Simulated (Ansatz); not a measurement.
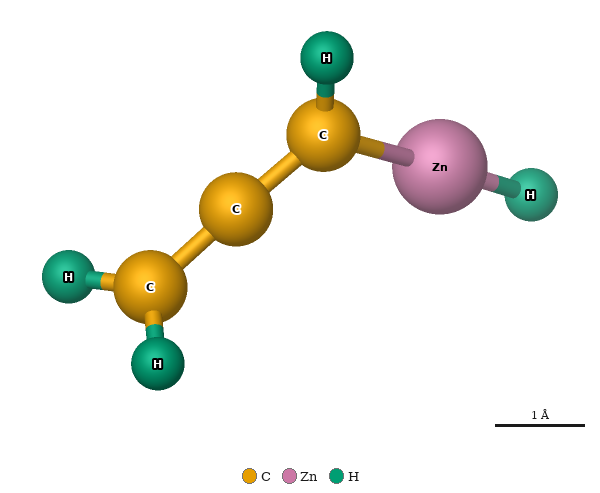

**Figure 1.** The input geometry (ball-and-stick view, seen at a tilt). Sticks mark near contacts. Bond lengths as drawn: C–C 1.30 to 1.31 Å, C–H 1.08 to 1.09 Å, C–Zn 1.93 Å and H–Zn 1.54 Å.

Run report: C3H4Zn, molecular dynamics

The run: molecular dynamics of C3H4Zn. Method and program: UKS PBE-d3bjatm/6-31G* (Ansatz 0.2.0).

The geometry comes from this level: PBE0-D4/def2-TZVP.

## Output
```
Functional definition: PBE
  name "PBE"
  cite "Perdew, Burke & Ernzerhof, Phys. Rev. Lett. 77, 3865 (1996) doi:10.1103/PhysRevLett.77.3865"
  parent pbe
  parameter kappa = 0.804
  parameter beta = 0.06672455060314922
  exchange = pbe_x(kappa = kappa, mu = beta*pi^2/3)
  correlation = pbe_c(beta = beta)
1051 factors; their error is unknown
mean field evaluation 1: about -51560.5375 eV, gradient 5.8e1 eV
mean field evaluation 2: about -51465.2242 eV, gradient 1.3e2 eV
mean field evaluation 4: about -51571.8009 eV, gradient 1.6e1 eV
mean field evaluation 8: about -51573.1172 eV, gradient 3.9e-1 eV
mean field evaluation 16: about -51573.0710 eV, gradient 5.3e-5 eV
mean field -51573.07096020 eV, -1895.2754003043 hartree, gradient 1.3e-5 eV, S^2 0.000000; 0 other end points of the search recorded, 0 dependent functions left out
the calculation of the forces begins
reference -51573.07100067 eV, -1895.2754017914 hartree; 26, 26 occupied and 63, 63 virtual orbitals, 1051 factors
md step     0: t =     0.00 fs  T =   437.5 K  F+E_penalty+E_count = -51573.21527503 eV  E_kin = 0.452410 eV  (32 SCF iters)
these checks for a lower state are left out or cut short: starts, cluster_reference, orbital_swaps, neighbouring_geometries, increment
1051 factors; their error is unknown
mean field -51573.05926615 eV, -1895.2749705559 hartree, gradient 1.4e-5 eV, S^2 0.000000; 0 other end points of the search recorded, 0 dependent functions left out
[... from here on the field's lines of each further geometry are left out, up to the last ...]
md step     1: t =     0.50 fs  T =   416.7 K  F+E_penalty+E_count = -51573.20359167 eV  E_kin = 0.430913 eV  (33 SCF iters)
md step     2: t =     1.00 fs  T =   380.7 K  F+E_penalty+E_count = -51573.18219531 eV  E_kin = 0.393701 eV  (32 SCF iters)
md step     3: t =     1.50 fs  T =   311.3 K  F+E_penalty+E_count = -51573.15866401 eV  E_kin = 0.321934 eV  (33 SCF iters)
md step     4: t =     2.00 fs  T =   302.2 K  F+E_penalty+E_count = -51573.13865793 eV  E_kin = 0.312483 eV  (33 SCF iters)
md step     5: t =     2.50 fs  T =   300.4 K  F+E_penalty+E_count = -51573.12381074 eV  E_kin = 0.310607 eV  (33 SCF iters)
md step     6: t =     3.00 fs  T =   303.4 K  F+E_penalty+E_count = -51573.11346998 eV  E_kin = 0.313733 eV  (33 SCF iters)
md step     7: t =     3.50 fs  T =   294.9 K  F+E_penalty+E_count = -51573.10532971 eV  E_kin = 0.304996 eV  (33 SCF iters)
md step     8: t =     4.00 fs  T =   312.8 K  F+E_penalty+E_count = -51573.09669229 eV  E_kin = 0.323485 eV  (33 SCF iters)
md step     9: t =     4.50 fs  T =   296.9 K  F+E_penalty+E_count = -51573.08460959 eV  E_kin = 0.306983 eV  (33 SCF iters)
md step    10: t =     5.00 fs  T =   314.8 K  F+E_penalty+E_count = -51573.06880313 eV  E_kin = 0.325483 eV  (32 SCF iters)
md step    11: t =     5.50 fs  T =   315.1 K  F+E_penalty+E_count = -51573.05225081 eV  E_kin = 0.325854 eV  (32 SCF iters)
md step    12: t =     6.00 fs  T =   306.8 K  F+E_penalty+E_count = -51573.03757494 eV  E_kin = 0.317295 eV  (33 SCF iters)
md step    13: t =     6.50 fs  T =   299.6 K  F+E_penalty+E_count = -51573.02750217 eV  E_kin = 0.309780 eV  (33 SCF iters)
md step    14: t =     7.00 fs  T =   286.3 K  F+E_penalty+E_count = -51573.02731376 eV  E_kin = 0.296097 eV  (32 SCF iters)
md step    15: t =     7.50 fs  T =   281.9 K  F+E_penalty+E_count = -51573.03892562 eV  E_kin = 0.291545 eV  (33 SCF iters)
md step    16: t =     8.00 fs  T =   291.8 K  F+E_penalty+E_count = -51573.05517293 eV  E_kin = 0.301771 eV  (33 SCF iters)
md step    17: t =     8.50 fs  T =   318.9 K  F+E_penalty+E_count = -51573.06920649 eV  E_kin = 0.329746 eV  (33 SCF iters)
md step    18: t =     9.00 fs  T =   347.5 K  F+E_penalty+E_count = -51573.08032518 eV  E_kin = 0.359373 eV  (34 SCF iters)
md step    19: t =     9.50 fs  T =   343.6 K  F+E_penalty+E_count = -51573.08760465 eV  E_kin = 0.355259 eV  (33 SCF iters)
the calculation of the forces begins
reference -51572.94455412 eV, -1895.2707549666 hartree; 26, 26 occupied and 63, 63 virtual orbitals, 1051 factors
1051 factors; their error is unknown
mean field evaluation 192: about -51572.9445 eV, gradient 6.5e-3 eV
mean field -51572.94451334 eV, -1895.2707534678 hartree, gradient 2.1e-5 eV, S^2 0.000000; 1 other end points of the search recorded, 0 dependent functions left out
the calculation of the forces begins
reference -51572.94455412 eV, -1895.2707549666 hartree; 26, 26 occupied and 63, 63 virtual orbitals, 1051 factors
md step    20: t =    10.00 fs  T =   349.8 K  F+E_penalty+E_count = -51573.08928090 eV  E_kin = 0.361698 eV  (33 SCF iters)
```

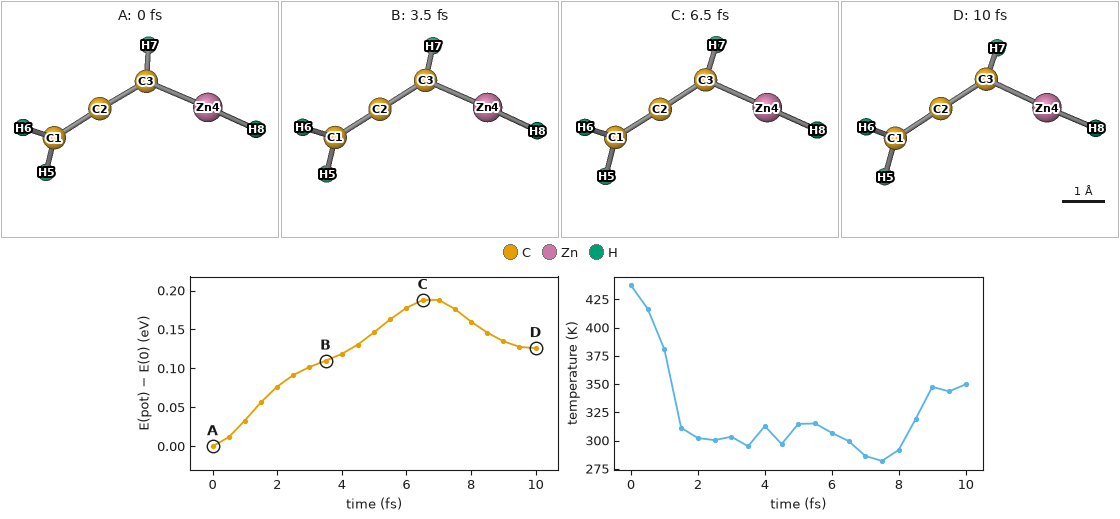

**Figure 2.** Frames of the molecular dynamics (ball-and-stick, seen at an oblique angle) above the curves, on which the letters mark them. The trajectory kept here has 21 frames over 10 fs. The temperature starts at 438 K, ranges from 282 to 438 K and averages 314 K over the second half. The potential energy ends 0.126 eV above its first value. After an unweighted best fit of the last frame on the first, the root-mean-square displacement is 0.10 Å.

```
Total energy: -51573.08932169 eV, -1895.2760750764 hartree
Atom 0 at    -0.512701     1.623678    -0.266101 Å, force     0.160100    -0.394082    -1.036175 eV/Å
Atom 1 at     0.291971     0.567816    -0.218847 Å, force    -0.932576     0.734264     0.766725 eV/Å
Atom 2 at     0.893927    -0.543982     0.119839 Å, force     0.170274    -1.011139    -0.831729 eV/Å
Atom 3 at    -0.122839    -2.120084     0.365947 Å, force     0.188042     0.363807     0.102639 eV/Å
Atom 4 at    -1.008610     1.970227    -1.186122 Å, force     0.165301    -0.207003     0.035067 eV/Å
Atom 5 at    -0.751312     2.204489     0.607275 Å, force     0.124976     0.389297     0.667462 eV/Å
Atom 6 at     1.953506    -0.702895    -0.117339 Å, force     0.253402     0.290265     0.289109 eV/Å
Atom 7 at    -0.909734    -3.393051     0.618804 Å, force    -0.129519    -0.165408     0.006901 eV/Å
Dipole moment:     0.038765    -0.025527    -0.035673 e Å
```

## Trajectory as extended XYZ (Å, eV, eV/Å), 12 of the 21 frames kept, from step=0 to step=20
```
8
Properties=species:S:1:pos:R:3:forces:R:3 step=0 time_fs=0.0 energy=-51573.21528 temperature=437.5
C    -0.4845    1.6657   -0.2840   -0.2625   0.4012  -0.0676
C     0.2327    0.5899   -0.1024   -0.0229   0.0641  -0.0112
C     0.8943   -0.5128    0.0840   -0.2935  -1.3748   0.2377
Zn   -0.1124   -2.1306    0.3666    0.4870   0.5317  -0.0934
H    -0.7880    1.9753   -1.2780   -0.1392   0.1669  -0.3318
H    -0.7798    2.2898    0.5522   -0.1366   0.2683   0.2583
H     1.9819   -0.4743    0.0726    0.3674  -0.1183   0.0186
H    -0.9441   -3.4028    0.5891    0.0003   0.0608  -0.0105
8
Properties=species:S:1:pos:R:3:forces:R:3 step=2 time_fs=1.0 energy=-51573.18220 temperature=380.7
C    -0.4830    1.6579   -0.2821   -0.7083   1.2045   0.6394
C     0.2349    0.5907   -0.1165    0.3402  -0.3774   0.2207
C     0.8968   -0.5083    0.0895   -0.8808  -1.5274   0.1651
Zn   -0.1130   -2.1293    0.3673    0.3170   0.3558  -0.0418
H    -0.8136    1.9636   -1.2576   -0.2582   0.2698  -0.6811
H    -0.7800    2.2998    0.5693    0.1150  -0.1909  -0.2640
H     1.9685   -0.5086    0.0491    0.9161  -0.0154   0.0117
H    -0.9645   -3.4171    0.5907    0.1590   0.2812  -0.0499
8
Properties=species:S:1:pos:R:3:forces:R:3 step=4 time_fs=2.0 energy=-51573.13866 temperature=302.2
C    -0.4825    1.6507   -0.2791   -1.0718   1.8026   0.9612
C     0.2368    0.5905   -0.1299    0.6321  -0.7122   0.4053
C     0.8972   -0.5047    0.0946   -0.9662  -1.6858   0.0995
Zn   -0.1133   -2.1283    0.3679    0.1874   0.2405   0.0042
H    -0.8388    1.9546   -1.2412   -0.3263   0.3195  -0.8388
H    -0.7814    2.3003    0.5845    0.2704  -0.4506  -0.5576
H     1.9645   -0.5402    0.0309    1.0079   0.0642   0.0051
H    -0.9789   -3.4268    0.5965    0.2665   0.4219  -0.0789
8
Properties=species:S:1:pos:R:3:forces:R:3 step=5 time_fs=2.5 energy=-51573.12381 temperature=300.4
C    -0.4825    1.6469   -0.2774   -1.2502   2.0490   0.9536
C     0.2380    0.5900   -0.1365    0.7530  -0.8429   0.4837
C     0.8970   -0.5035    0.0972   -0.7716  -1.7751   0.0543
Zn   -0.1135   -2.1279    0.3681    0.1361   0.1972   0.0265
H    -0.8520    1.9510   -1.2351   -0.3221   0.3091  -0.8228
H    -0.7833    2.2979    0.5893    0.3231  -0.5180  -0.6204
H     1.9677   -0.5553    0.0227    0.8269   0.1103   0.0163
H    -0.9836   -3.4303    0.6011    0.3049   0.4704  -0.0911
8
Properties=species:S:1:pos:R:3:forces:R:3 step=7 time_fs=3.5 energy=-51573.10533 temperature=294.9
C    -0.4831    1.6398   -0.2736   -1.5804   2.4312   0.6631
C     0.2412    0.5888   -0.1493    0.9531  -1.0640   0.6119
C     0.8959   -0.5031    0.1020   -0.0363  -1.9214  -0.0837
Zn   -0.1143   -2.1270    0.3684    0.0572   0.1217   0.0708
H    -0.8813    1.9463   -1.2266   -0.2310   0.2178  -0.6191
H    -0.7844    2.2920    0.5937    0.3819  -0.5576  -0.6101
H     1.9842   -0.5851    0.0040    0.0980   0.2319   0.0792
H    -0.9874   -3.4372    0.6102    0.3575   0.5403  -0.1121
8
Properties=species:S:1:pos:R:3:forces:R:3 step=9 time_fs=4.5 energy=-51573.08461 temperature=296.9
C    -0.4839    1.6341   -0.2692   -1.8695   2.6138  -0.0487
C     0.2451    0.5869   -0.1618    1.0858  -1.2021   0.7000
C     0.8944   -0.5050    0.1064    0.7330  -2.0311  -0.2519
Zn   -0.1155   -2.1259    0.3685    0.0026   0.0700   0.1085
H    -0.9116    1.9464   -1.2263   -0.0026   0.0338  -0.1370
H    -0.7807    2.2802    0.5936    0.3577  -0.4349  -0.4132
H     2.0048   -0.6164   -0.0121   -0.6830   0.3870   0.1670
H    -0.9868   -3.4400    0.6182    0.3761   0.5634  -0.1247
8
Properties=species:S:1:pos:R:3:forces:R:3 step=11 time_fs=5.5 energy=-51573.05225 temperature=315.1
C    -0.4860    1.6296   -0.2651   -1.9691   2.4840  -0.8670
C     0.2503    0.5846   -0.1745    1.0834  -1.2023   0.7564
C     0.8926   -0.5089    0.1111    1.2666  -2.0538  -0.4330
Zn   -0.1171   -2.1244    0.3688   -0.0364   0.0266   0.1376
H    -0.9375    1.9529   -1.2286    0.2406  -0.1608   0.3384
H    -0.7772    2.2612    0.5913    0.2730  -0.1780  -0.0616
H     2.0204   -0.6467   -0.0266   -1.2264   0.5295   0.2589
H    -0.9814   -3.4407    0.6252    0.3684   0.5548  -0.1297
8
Properties=species:S:1:pos:R:3:forces:R:3 step=13 time_fs=6.5 energy=-51573.02750 temperature=299.6
C    -0.4897    1.6258   -0.2625   -1.7968   2.0244  -1.5281
C     0.2573    0.5809   -0.1864    0.8727  -0.9749   0.7668
C     0.8911   -0.5147    0.1152    1.5357  -2.0224  -0.5983
Zn   -0.1187   -2.1235    0.3685   -0.0518   0.0197   0.1589
H    -0.9624    1.9598   -1.2261    0.4091  -0.3034   0.6147
H    -0.7703    2.2403    0.5887    0.1569   0.1404   0.3700
H     2.0250   -0.6732   -0.0444   -1.4531   0.6210   0.3408
H    -0.9735   -3.4358    0.6304    0.3272   0.4951  -0.1247
8
Properties=species:S:1:pos:R:3:forces:R:3 step=15 time_fs=7.5 energy=-51573.03893 temperature=281.9
C    -0.4949    1.6236   -0.2626   -1.3546   1.3190  -1.8134
C     0.2658    0.5763   -0.1969    0.4198  -0.4851   0.7486
C     0.8907   -0.5217    0.1186    1.5069  -1.9066  -0.7285
Zn   -0.1199   -2.1228    0.3682   -0.0121   0.0850   0.1582
H    -0.9817    1.9646   -1.2185    0.4525  -0.3599   0.6334
H    -0.7646    2.2236    0.5878    0.0802   0.3787   0.7004
H     2.0155   -0.6891   -0.0659   -1.3216   0.6160   0.4007
H    -0.9595   -3.4242    0.6303    0.2288   0.3527  -0.0993
8
Properties=species:S:1:pos:R:3:forces:R:3 step=16 time_fs=8.0 energy=-51573.05517 temperature=291.8
C    -0.4981    1.6234   -0.2630   -1.0426   0.8928  -1.8359
C     0.2707    0.5741   -0.2013    0.1503  -0.2109   0.7406
C     0.8911   -0.5259    0.1195    1.3548  -1.7819  -0.7750
Zn   -0.1205   -2.1223    0.3680    0.0104   0.1194   0.1535
H    -0.9882    1.9660   -1.2129    0.4240  -0.3511   0.5591
H    -0.7612    2.2167    0.5885    0.0496   0.4761   0.8324
H     2.0058   -0.6947   -0.0765   -1.1203   0.5818   0.4089
H    -0.9521   -3.4183    0.6288    0.1738   0.2737  -0.0835
8
Properties=species:S:1:pos:R:3:forces:R:3 step=18 time_fs=9.0 energy=-51573.08033 temperature=347.5
C    -0.5049    1.6232   -0.2640   -0.4237   0.1345  -1.6839
C     0.2813    0.5701   -0.2101   -0.4183   0.3392   0.7347
C     0.8925   -0.5345    0.1203    0.8776  -1.4846  -0.8278
Zn   -0.1218   -2.1212    0.3671    0.0807   0.2159   0.1340
H    -0.9995    1.9695   -1.2004    0.3351  -0.3159   0.3585
H    -0.7558    2.2071    0.5932    0.0413   0.5565   0.9430
H     1.9811   -0.7028   -0.0986   -0.5341   0.4685   0.3855
H    -0.9328   -3.4072    0.6229    0.0413   0.0859  -0.0441
8
Properties=species:S:1:pos:R:3:forces:R:3 step=20 time_fs=10.0 energy=-51573.08928 temperature=349.8
C    -0.5127    1.6237   -0.2661    0.1601  -0.3941  -1.0362
C     0.2920    0.5678   -0.2188   -0.9326   0.7343   0.7667
C     0.8939   -0.5440    0.1198    0.1703  -1.0111  -0.8317
Zn   -0.1228   -2.1201    0.3659    0.1880   0.3638   0.1026
H    -1.0086    1.9702   -1.1861    0.1653  -0.2070   0.0351
H    -0.7513    2.2045    0.6073    0.1250   0.3893   0.6675
H     1.9535   -0.7029   -0.1173    0.2534   0.2903   0.2891
H    -0.9097   -3.3931    0.6188   -0.1295  -0.1654   0.0069
```

The run was set up as follows.

## The input
```yaml
crystal:
  periodic: [false, false, false]
  atoms:
    - {symbol: C, position_ang: [-0.484470, 1.665671, -0.284038]}
    - {symbol: C, position_ang: [0.232721, 0.589887, -0.102393]}
    - {symbol: C, position_ang: [0.894269, -0.512796, 0.084031]}
    - {symbol: Zn, position_ang: [-0.112397, -2.130647, 0.366569]}
    - {symbol: H, position_ang: [-0.788024, 1.975268, -1.278046]}
    - {symbol: H, position_ang: [-0.779845, 2.289764, 0.552207]}
    - {symbol: H, position_ang: [1.981889, -0.474287, 0.072565]}
    - {symbol: H, position_ang: [-0.944144, -3.402850, 0.589095]}
basis:
  gaussian: {orbitals: "6-31G*"}
magnetization: {spin_polarized: true, initial_magnetization: 0}
hamiltonian: {xc: {name: PBE}, dispersion: d3bjatm}
md: {timestep: 0.5 fs, n_steps: 20, ensemble: nvt_langevin, temperature: 500, initial_velocities: maxwell_boltzmann, friction: 0.01, seed: 106}
```

Command:
```bash
ansatz run in.yaml --threads 2 --pin off --events-out ev --progress --plain --max-ram 4352MiB
```

## Key numbers

| quantity | value |
| --- | --- |
| outcome | finished |
| mean temperature over the second half | 314 K |
| trajectory | 20 steps, 10 fs |
| ensemble | nvt_langevin |
| temperature in the input | 500 K |
| time step | 0.5 fs |
| potential energy (last step) | −51573.0893 eV |
| mean-field energy (last step) | −51572.9446 eV |
| dispersion energy (last step) | −0.1448 eV |
| SCF solution under orbital rotations (last step) | stable |
| largest force (length of the vector) (last step) | 1.413 eV/Å |
| dipole moment (last step) | 0.28 D |
| hardware | 2 threads of AMD EPYC, 23 GiB of memory available, shared host |
| wall time | 43 s (CPU time 82 s) |
| peak memory | 0.4 GiB |

So short a trajectory is not equilibrated. The logged temperature at the start can lie below the typed one, since it is counted over all degrees of freedom. The temperature stays far from the 500 K of the thermostat over the second half: the run isn't equilibrated.
